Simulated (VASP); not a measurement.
**TiSi2: structure and properties in VASP**

Wanted: the relaxed cell of TiSi2 and its properties. The steps: relaxing cell and atoms (r2SCAN), single point with fields (r2SCAN), band structure (r2SCAN), total and projected DOS (r2SCAN), independent-particle dielectric function (r2SCAN), electric field gradients (r2SCAN), band structure (r2SCAN), changed input and relaxing the atoms (r2SCAN), changed input. The start is a computed cell from the Materials Project.

Main program and level: VASP 6.6.1; r2SCAN; plane waves and PAW (Ti_sv, Si).

## 1. The structure

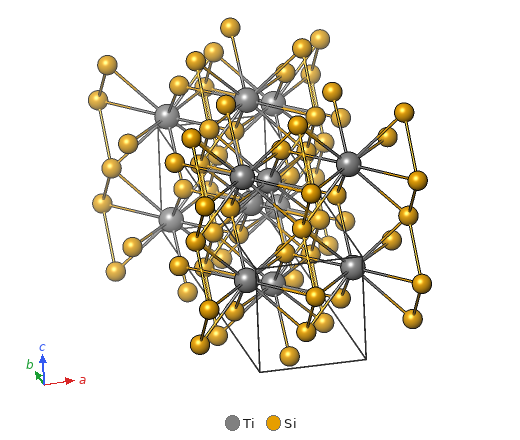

Start, viewed slightly off an axis; titanium grey, silicon orange. 1×1×2 cells are drawn. This picture shows the conventional cell, with its axes. Some periodic images of atoms are drawn too.

Coordinates:

```cif
data_structure
_symmetry_space_group_name_H-M 'Cmcm'
_symmetry_Int_Tables_number 63
_cell_length_a 3.5302
_cell_length_b 13.5186
_cell_length_c 3.5652
_cell_angle_alpha 90.000
_cell_angle_beta 90.000
_cell_angle_gamma 90.000
_cell_volume 170.14
loop_
_atom_site_label
_atom_site_type_symbol
_atom_site_symmetry_multiplicity
_atom_site_Wyckoff_symbol
_atom_site_fract_x
_atom_site_fract_y
_atom_site_fract_z
_atom_site_occupancy
Ti1 Ti 4 c 0.50000 0.60312 0.75000 1
Si1 Si 4 c 0.50000 0.94175 0.75000 1
Si2 Si 4 c 0.00000 0.75031 0.75000 1
```

## 2. Relaxing cell and atoms (r2SCAN)

The start need not lie at this functional's minimum. ISIF = 3 frees volume, shape and positions, and EDIFFG sets the threshold on forces and stress at which the search stops. r2SCAN adds the kinetic-energy density, costs more than a GGA and is run with LASPH.

INCAR reads:

```
SYSTEM = TiSi2
PREC = Accurate
ENCUT = 400
EDIFF = 1E-06
NELM = 100
ISMEAR = 0
SIGMA = 0.05
LREAL = .FALSE.
ALGO = Normal
METAGGA = R2SCAN
LASPH = .TRUE.
NBANDS = 26
LORBIT = 11
LWAVE = .FALSE.
LCHARG = .FALSE.
KPAR = 4
IBRION = 2
NSW = 60
ISIF = 3
EDIFFG = -0.01
```

POSCAR reads:

```
TiSi2
1.0
    3.5302100500      0.0000000000      0.0000000000
    0.0000000000      0.0000000000      3.5651739700
    1.7651050250     -6.7592815350      0.0000000000
Ti Si
2 4
Direct
    0.1031180800      0.7500000000      0.7937638400
    0.8968819200      0.2500000000      0.2062361600
    0.4417485500      0.7500000000      0.1165029000
    0.5582514500      0.2500000000      0.8834971000
    0.7503148200      0.7500000000      0.4993703600
    0.2496851800      0.2500000000      0.5006296400
```

KPOINTS reads:

```
Automatic mesh
0
Gamma
6 6 6
0 0 0
```

Potentials, in the order of the species: Ti_sv and Si (PBE family, release 64).

Run with:

```
> mpirun -np 4 vasp_std
```

The program printed:

```text
[banner, memory and clock lines left out]
running    4 mpi-ranks, on    1 nodes
 distrk:  each k-point on    1 cores,    4 groups
 distr:  one band on    1 cores,    1 groups

 POSCAR found type information on POSCAR TiSi
 POSCAR found :  2 types and       6 ions
|                                                                             |
|               ----> ADVICE to this user running VASP <----                  |
|                                                                             |
|     You enforced a specific xc type in the INCAR file but a different       |
|     [... a line on the potential file left out ...]
|     I HOPE YOU KNOW WHAT YOU ARE DOING!                                     |
|                                                                             |

 LDA part: xc-table for (None), standard interpolation
 POSCAR, INCAR and KPOINTS ok, starting setup
 FFT: planning ... GRIDC
 FFT: planning ... GRID_SOFT
 FFT: planning ... GRID
 WAVECAR not read
 entering main loop
       N       E                     dE             d eps       ncg     rms          rms(c)
DAV:   1     0.333908622474E+03    0.33391E+03   -0.17234E+04  2728   0.142E+03
DAV:   2    -0.267918753932E+02   -0.36070E+03   -0.35405E+03  2710   0.432E+02
DAV:   3    -0.718812890061E+02   -0.45089E+02   -0.44531E+02  4832   0.128E+02
DAV:   4    -0.752630019079E+02   -0.33817E+01   -0.33552E+01  3656   0.323E+01
DAV:   5    -0.754887357305E+02   -0.22573E+00   -0.22562E+00  4274   0.725E+00    0.212E+01
DAV:   6    -0.645592698558E+02    0.10929E+02   -0.40530E+01  3886   0.562E+01    0.765E+00
DAV:   7    -0.642601702189E+02    0.29910E+00   -0.67591E+00  3514   0.179E+01    0.573E+00
DAV:   8    -0.642508735640E+02    0.92967E-02   -0.74367E-01  3934   0.595E+00    0.129E+00
DAV:   9    -0.642547834613E+02   -0.39099E-02   -0.54344E-02  3656   0.164E+00    0.362E-01
DAV:  10    -0.642553653796E+02   -0.58192E-03   -0.84196E-03  4226   0.629E-01    0.151E-01
DAV:  11    -0.642557226713E+02   -0.35729E-03   -0.14392E-03  3778   0.280E-01    0.400E-02
DAV:  12    -0.642556804255E+02    0.42246E-04   -0.31566E-04  3612   0.122E-01    0.179E-02
DAV:  13    -0.642556875519E+02   -0.71264E-05   -0.10155E-05  3098   0.259E-02    0.787E-03
DAV:  14    -0.642556872468E+02    0.30506E-06   -0.26418E-06  2858   0.135E-02
   1 F= -.64255687E+02 E0= -.64254707E+02  d E =-.642557E+02
 curvature:   0.00 expect dE= 0.000E+00 dE for cont linesearch  0.000E+00
 trial: gam= 0.00000 g(F)=  0.475E-03 g(S)=  0.385E-03 ort = 0.000E+00 (trialstep = 0.100E+01)
 search vector abs. value=  0.860E-03
 bond charge predicted
       N       E                     dE             d eps       ncg     rms          rms(c)
DAV:   1    -0.642562988475E+02   -0.61130E-03   -0.40426E-02  3094   0.245E+00    0.154E-01
DAV:   2    -0.642563608407E+02   -0.61993E-04   -0.47523E-03  2952   0.526E-01    0.937E-02
DAV:   3    -0.642562100650E+02    0.15078E-03   -0.47919E-04  3872   0.189E-01    0.121E-02
DAV:   4    -0.642562116947E+02   -0.16297E-05   -0.63739E-05  3338   0.635E-02    0.559E-03
DAV:   5    -0.642562111172E+02    0.57745E-06   -0.26101E-06  2920   0.127E-02
   2 F= -.64256211E+02 E0= -.64255343E+02  d E =-.523870E-03
[...]
3 F= -.64256239E+02 E0= -.64255398E+02  d E =-.551754E-03
 curvature:  -0.63 expect dE=-0.737E-04 dE for cont linesearch -0.163E-08
 trial: gam= 0.13666 g(F)=  0.538E-04 g(S)=  0.623E-04 ort =-0.148E-05 (trialstep = 0.105E+01)
 search vector abs. value=  0.132E-03
 bond charge predicted
       N       E                     dE             d eps       ncg     rms          rms(c)
DAV:   1    -0.642562863887E+02   -0.47413E-04   -0.63820E-03  3188   0.107E+00    0.527E-02
DAV:   2    -0.642563290466E+02   -0.42658E-04   -0.88158E-04  2954   0.227E-01    0.316E-02
DAV:   3    -0.642563125219E+02    0.16525E-04   -0.54122E-05  3916   0.610E-02    0.911E-03
DAV:   4    -0.642563124648E+02    0.57051E-07   -0.71844E-06  3392   0.215E-02
   4 F= -.64256312E+02 E0= -.64255500E+02  d E =-.734638E-04
 trial-energy change:   -0.000073  1 .order   -0.000075   -0.000122   -0.000029
 step:   1.3770(harm=  1.3770)  dis= 0.00145  next Energy=   -64.256319 (dE=-0.798E-04)
 reached required accuracy - stopping structural energy minimisation
```

Wall time 52 s (4 MPI ranks of Intel Xeon 6975P-C (Granite Rapids), shared host); peak memory 0.85 GiB.

Lines that name or quote the potential files are left out of all logs, and their timing lines are given in words.

OUTCAR, selected parts (step 2):

```text
ion  position               nearest neighbor table
   1  0.103  0.750  0.794-   4 2.58   4 2.58   4 2.58   4 2.58   5 2.66   5 2.66   6 2.67   6 2.67
                             3 2.81   3 2.81
   2  0.897  0.250  0.206-   3 2.58   3 2.58   3 2.58   3 2.58   6 2.66   6 2.66   5 2.67   5 2.67
                             4 2.81   4 2.81
   3  0.442  0.750  0.117-   4 2.38   4 2.38   2 2.58   2 2.58   2 2.58   2 2.58   1 2.81   1 2.81
                             5 3.13   5 3.13
   4  0.558  0.250  0.883-   3 2.38   3 2.38   1 2.58   1 2.58   1 2.58   1 2.58   2 2.81   2 2.81
                             6 3.13   6 3.13
   5  0.750  0.750  0.499-   6 2.51   6 2.51   6 2.51   6 2.51   1 2.66   1 2.66   2 2.67   2 2.67
                             3 3.13   3 3.13
   6  0.250  0.250  0.501-   5 2.51   5 2.51   5 2.51   5 2.51   2 2.66   2 2.66   1 2.67   1 2.67
                             4 3.13   4 3.13

  LATTYP: Found a base centered orthorhombic cell.
 ALAT       =     3.5302100500
 B/A-ratio  =     3.8293934011
 C/A-ratio  =     1.0099042039

 Subroutine GETGRP returns: Found  8 space group operations
 (whereof  4 operations were pure point group operations)

The static configuration has the point symmetry C_2h.
 The point group associated with its full space group is D_2h.

 Found     52 irreducible k-points:

   k-points           NKPTS =     52   k-points in BZ     NKDIM =     52   number of bands    NBANDS=     26

   dimension x,y,z NGX =    24 NGY =   24 NGZ =   48
   dimension x,y,z NGXF=    48 NGYF=   48 NGZF=   96

   ENCUT  =  400.0 eV  29.40 Ry    5.42 a.u.   5.76  5.81 11.39*2*pi/ulx,y,z

   NELECT =      40.0000    total number of electrons

 k-points in reciprocal lattice and weights: Automatic mesh
   0.00000000  0.00000000  0.00000000       0.005
   0.16666667  0.00000000 -0.00000000       0.019
   0.33333333  0.00000000  0.00000000       0.019
   0.50000000  0.00000000  0.00000000       0.009
   0.00000000  0.16666667  0.00000000       0.009
   0.16666667  0.16666667 -0.00000000       0.037
   0.33333333  0.16666667  0.00000000       0.037
   0.50000000  0.16666667  0.00000000       0.019
   0.00000000  0.33333333  0.00000000       0.009
[...]
0.00000000  0.33333333  0.50000000       0.009
   0.00000000  0.50000000  0.50000000       0.005

 average (electrostatic) potential at core
       1 -74.7957       2 -74.7957       3 -82.0408       4 -82.0408       5 -82.1271
       6 -82.1271

 E-fermi :  10.6146

 k-point     1 :       0.0000    0.0000    0.0000
  band No.  band energies     occupation
    ...
     15       7.8366      2.00000
     16       7.9299      2.00000
     17       8.3204      2.00000
     18       8.3853      2.00000
     19       8.3965      2.00000
     20      11.0749      0.00000
     21      11.4545      0.00000
     22      11.5287      0.00000
     23      11.5699      0.00000
     24      11.9823      0.00000
    ...

 k-point     2 :       0.1667    0.0000   -0.0000
  band No.  band energies     occupation
    ...
     16       7.7453      2.00000
     17       8.0161      2.00000
     18       9.0204      2.00000
     19       9.1357      2.00000
     20      10.5409      1.96281
     21      11.2496      0.00000
     22      11.5953      0.00000
     23      11.6785      0.00000
     24      11.8336      0.00000
     25      12.3919      0.00000
    ...

 k-point     3 :       0.3333    0.0000    0.0000
  band No.  band energies     occupation
    ...
     16       7.9943      2.00000
     17       8.3698      2.00000
     18       9.1772      2.00000
     19       9.5435      2.00000
     20       9.6945      2.00000
     21      10.9458      0.00000
     22      11.4053      0.00000
     23      11.8830      0.00000
     24      12.2499      0.00000
     25      12.5939      0.00000
    ...

  Total       -0.0236424     -0.0289863      0.0071808      0.0000000      0.0000000      0.0000000
  in kB       -0.4452497     -0.5458905      0.1352343      0.0000000      0.0000000      0.0000000
  external PRESSURE =      -0.2853020 kB  Pullay stress =       0.0000000 kB

  energy-cutoff  :      400.00
  volume of cell :       85.07
      direct lattice vectors                 reciprocal lattice vectors
     3.533905983  0.000000000  0.000000000     0.282973006  0.073927229  0.000000000
     0.000000000  0.000000000  3.559402732     0.000000000  0.000000000  0.280946011
     1.766952992 -6.763407820  0.000000000     0.000000000 -0.147854458  0.000000000

 POSITION                                       TOTAL-FORCE (eV/Angst)
 -----------------------------------------------------------------------------------
      1.76695     -5.36920      2.66955         0.000000     -0.002040      0.000000
      3.53391     -1.39420      0.88985        -0.000000      0.002040     -0.000000
      1.76695     -0.79219      2.66955         0.000000     -0.003069      0.000000
      3.53391     -5.97121      0.88985        -0.000000      0.003069     -0.000000
      3.53391     -3.37373      2.66955         0.000000      0.006545     -0.000000
      1.76695     -3.38968      0.88985         0.000000     -0.006545      0.000000
 -----------------------------------------------------------------------------------
    total drift:                                0.000000     -0.000000     -0.000000

  FREE ENERGIE OF THE ION-ELECTRON SYSTEM (eV)
  ---------------------------------------------------
  free  energy   TOTEN  =       -64.2563124648 eV

  energy  without entropy=      -64.2546870719  energy(sigma->0) =      -64.25549977

 reached required accuracy - stopping structural energy minimisation

 total charge
# of ion       s       p       d       tot
------------------------------------------
    1        2.158   6.149   2.063  10.369
    2        2.158   6.149   2.063  10.369
    3        0.763   0.940   0.000   1.703
    4        0.763   0.940   0.000   1.703
    5        0.741   0.907   0.000   1.648
    6        0.741   0.907   0.000   1.648
--------------------------------------------------
tot          7.324  15.992   4.126  27.442

[... 3 further parts left out ...]
```

CONTCAR:

```
TiSi2
   1.00000000000000
     3.5339059832361417    0.0000000000000000    0.0000000000000000
     0.0000000000000000    0.0000000000000000    3.5594027317982126
     1.7669529916180708   -6.7634078204005181    0.0000000000000000
  Ti              Si
     2     4
Direct
     0.1030696014862988    0.7500000000000000    0.7938607970274024
     0.8969303985137012    0.2500000000000000    0.2061392029725976
     0.4414352672758224    0.7500000000000000    0.1171294654483550
     0.5585647327241775    0.2500000000000000    0.8828705345516449
     0.7505898265743474    0.7500000000000000    0.4988203468513053
     0.2494101734256526    0.2500000000000000    0.5011796531486947
```

The k-mesh is coarse for a metal. The PAW data sets were made with PBE, which is usual practice but a small mismatch for other functionals. The run keeps the 8 symmetry operations of its start, so it cannot find a distortion of lower symmetry.

Step by step:

| step | energy less that of the first step (eV) | largest force (eV/Å) | pressure (GPa) | volume (Å³) |
| --- | --- | --- | --- | --- |
| 1 | 0.0000 | 0.0526 | 0.01 | 85.07 |
| 2 | -0.0005 | 0.0218 | -0.02 | 85.08 |
| 3 | -0.0006 | 0.0159 | -0.01 | 85.08 |
| 4 | -0.0006 | 0.0065 | -0.03 | 85.07 |

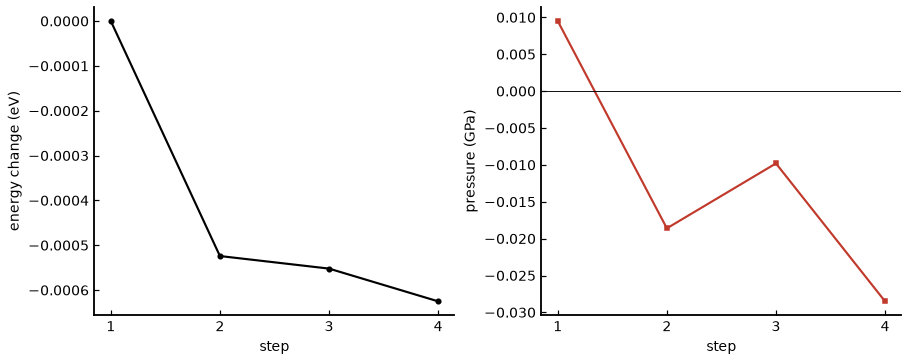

Energy and pressure along the relaxation.

| conventional cell, symmetrised | before | after | change |
| --- | --- | --- | --- |
| a (Å) | 3.530 | 3.534 | +0.1 % |
| b (Å) | 13.519 | 13.527 | +0.1 % |
| c (Å) | 3.565 | 3.559 | -0.2 % |
| volume (Å³/atom) | 14.18 | 14.18 | +0.0 % |

Final coordinates:

```
Ti Si
1.0
     3.53391    0.00000    0.00000
     0.00000    0.00000    3.55940
     1.76695   -6.76341    0.00000
Ti Si
2 4
Direct
  0.10307 0.75000 0.79386
  0.89693 0.25000 0.20614
  0.44144 0.75000 0.11713
  0.55856 0.25000 0.88287
  0.75059 0.75000 0.49882
  0.24941 0.25000 0.50118
```

Numbers from this step:

```
electrons                       : 40
bands                           : 26
irreducible k points            : 52
symmetry operations             : 8
free energy (TOTEN)             : -64.2563 eV
energy at zero smearing         : -64.2555 eV
Fermi energy                    : 10.61 eV
pressure                        : -0.02853 GPa
metallic                        : yes
SCF cycles over all ionic steps : 27
```

It ends with a largest force of 0.007 eV/Å and a pressure of -0.03 GPa.

(Continued in part 2 of 5.)

[Lines on the potential files, build, host, timing and source positions are cut from VASP's logs without a mark.]

[Logs are printed without paths, hosts, clocks, repeated set-up lines and the standing remarks that a program may print on its own settings, such as how far it seeks lower states.]

[Hosts, paths, dates, database ids (printed as entryN), source tags and the programs' standing remarks are cut or masked in the printed files.]

[A measured line is paired with the nearest computed mode of its activity, which favours agreement.]
